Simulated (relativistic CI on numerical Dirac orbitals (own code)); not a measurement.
## Gd⁴⁷⁺: relativistic CI calculation

- system: Gd⁴⁷⁺.
- method: Dirac-Coulomb-Breit CI, KLI orbitals optimised for each configuration, model QED (radiative potential, 1s self-energy scaled to tabulated hydrogen-like ionisation energies), valence Slater integrals scaled by 0.85 (relativistic CI on numerical Dirac orbitals, in-house)

**Summary**

- outcome: converged
- lowest level: 1s² 3s² 3p⁵ ²P°₃/₂
- first excited level: 1s² 3s² 3p⁵ ²P°₁/₂, 1,409,225 cm⁻¹
- levels computed: 29
- SCF iterations: 37
- hardware: 1 CPU thread, shared host

**Remarks**

To bear in mind: Auger decay is left out.

**Input**
```
atom Gd  Z=64  charge=47  electrons=17
nucleus A=158  rms_radius_fm=5.1569
hamiltonian dirac-coulomb  breit=on  qed=on  c_scale=1
orbitals kli  potential=per-configuration
slater_scale 0.85
correlation none
mixing on
configurations
  [Ne] 3s2 3p5
  1s 2s2 2p6 3s2 3p6
  1s 2s2 2p6 3s2 3p5 4p
  1s 2s2 2p6 3s 3p6 4p
  [Ne] 3s 3p6
end
```

The program writes its results to a structured record and prints no log; tables and figures of this report are taken from that record.

**The lowest 20 levels**

```
Configuration                        Level  E (keV)  LS purity (%)  Landé g  Lifetime (s; – stable or not computed)
  1s² 3s² 3p⁵                       ²P°₃/₂        0            100    1.324                                       –
  1s² 3s² 3p⁵                       ²P°₁/₂   0.1747            100    0.653                                2.0×10⁻⁸
   1s² 3s 3p⁶                        ²S₁/₂   0.3472            100    1.989                               6.4×10⁻¹³
   1s 3s² 3p⁶                        ²S₁/₂    49.24            100    1.850                                       –
1s 3s² 3p⁵ 4p  [1s (3p₃/₂)³ 4p₁/₂] J = 3/2    51.10             43    1.653                                       –
1s 3s² 3p⁵ 4p  [1s (3p₃/₂)³ 4p₁/₂] J = 5/2    51.10             43    1.297                                       –
1s 3s² 3p⁵ 4p  [1s (3p₃/₂)³ 4p₁/₂] J = 1/2    51.11             40    1.427                                       –
1s 3s² 3p⁵ 4p  [1s (3p₃/₂)³ 4p₁/₂] J = 3/2    51.11             60    1.008                                       –
1s 3s² 3p⁵ 4p                        ⁴D₇/₂    51.16            100    1.401                                       –
1s 3s² 3p⁵ 4p  [1s (3p₃/₂)³ 4p₃/₂] J = 3/2    51.17             57    1.467                                       –
1s 3s² 3p⁵ 4p  [1s (3p₃/₂)³ 4p₃/₂] J = 5/2    51.17             59    1.409                                       –
1s 3s² 3p⁵ 4p  [1s (3p₃/₂)³ 4p₃/₂] J = 1/2    51.17             54    1.143                                       –
1s 3s² 3p⁵ 4p  [1s (3p₃/₂)³ 4p₃/₂] J = 5/2    51.18             72    1.276                                       –
1s 3s² 3p⁵ 4p  [1s (3p₃/₂)³ 4p₃/₂] J = 3/2    51.18             55    1.239                                       –
1s 3s² 3p⁵ 4p  [1s (3p₃/₂)³ 4p₃/₂] J = 1/2    51.19             57    1.825                                       –
1s 3s² 3p⁵ 4p     [1s 3p₁/₂ 4p₁/₂] J = 3/2    51.28             37    1.053                                       –
1s 3s² 3p⁵ 4p     [1s 3p₁/₂ 4p₁/₂] J = 1/2    51.29             72    0.280                                       –
1s 3s² 3p⁵ 4p     [1s 3p₁/₂ 4p₁/₂] J = 1/2    51.30             42    1.831                                       –
1s 3s² 3p⁵ 4p     [1s 3p₁/₂ 4p₃/₂] J = 5/2    51.35             46    1.296                                       –
1s 3s² 3p⁵ 4p     [1s 3p₁/₂ 4p₃/₂] J = 3/2    51.36             34    1.518                                       –
```

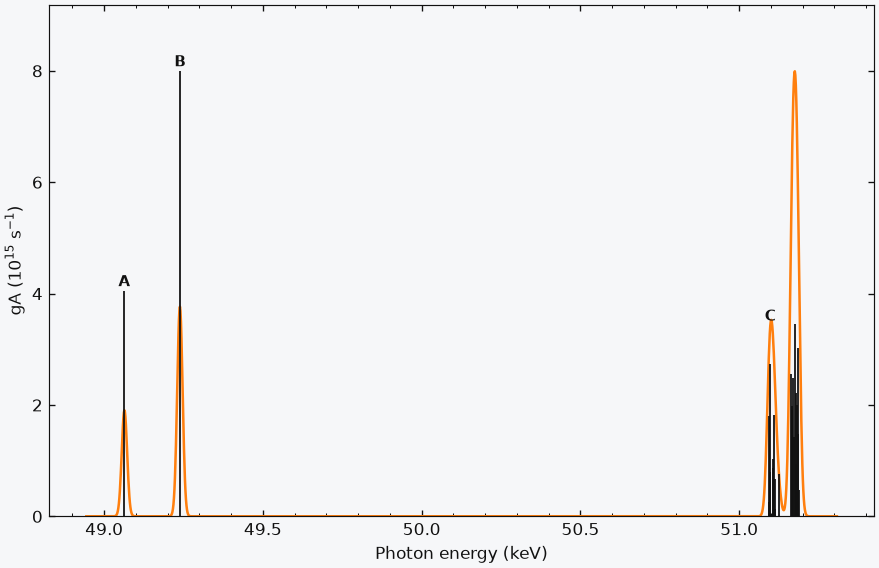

Figure 1. Electric dipole lines from levels with an inner-shell vacancy (weighted rates gA) for Gd⁴⁷⁺ (gadolinium, Z = 64). The envelope is a Gaussian of full width 0.02 keV, scaled to the tallest stick. A: 1s 3s² 3p⁶ ²S₁/₂ → 1s² 3s² 3p⁵ ²P°₁/₂, 49.06 keV, gA = 4.0×10¹⁵ s⁻¹; B: 1s 3s² 3p⁶ ²S₁/₂ → 1s² 3s² 3p⁵ ²P°₃/₂, 49.24 keV, gA = 8.0×10¹⁵ s⁻¹; C: 1s 3s² 3p⁵ 4p [1s (3p₃/₂)³ 4p₁/₂] J = 5/2 → 1s² 3s² 3p⁵ ²P°₃/₂, 51.10 keV, gA = 2.7×10¹⁵ s⁻¹. The strongest, B, lies in the X-ray region.
